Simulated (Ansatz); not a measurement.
Rock-salt BaTe was calculated with PBE-D3(BJ) in Ansatz (PAW).

Numerical settings: plane-wave cutoff 520 eV, 8×8×8 k mesh, Fermi–Dirac smearing 0.01 eV, scalar-relativistic PAW data made under PBE.

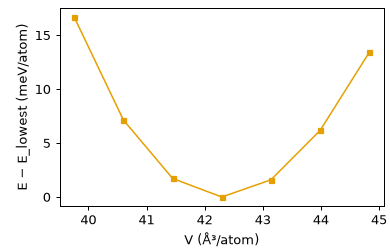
Figure: Total energy against volume

**Question.** From the curve, estimate the equilibrium volume and the bulk modulus.

**Answer.** V0 ≈ 42.3 Å³/atom and B0 ≈ 31 GPa; the fit gives V0 = 42.296 Å³/atom, B0 = 31.4 GPa, B′ = 4.4.

Measured, for comparison: equilibrium volume per atom 43.00 Å³/atom (room temperature, no zero-point or thermal correction; as tabulated in Lucero et al. (2012), arXiv:1111.4515). Computed (rounded) less measured: equilibrium volume per atom -1.6 %. A static lattice is as a rule a little smaller and stiffer than an uncorrected measurement, which narrows the difference in the equilibrium volume per atom and would widen misses of the other sign.

Spin–orbit coupling is not included.

The computed numbers hold no vibrational or temperature effects.

The result took about 29 core-seconds (a rough figure).

Ansatz is an electronic-structure program.
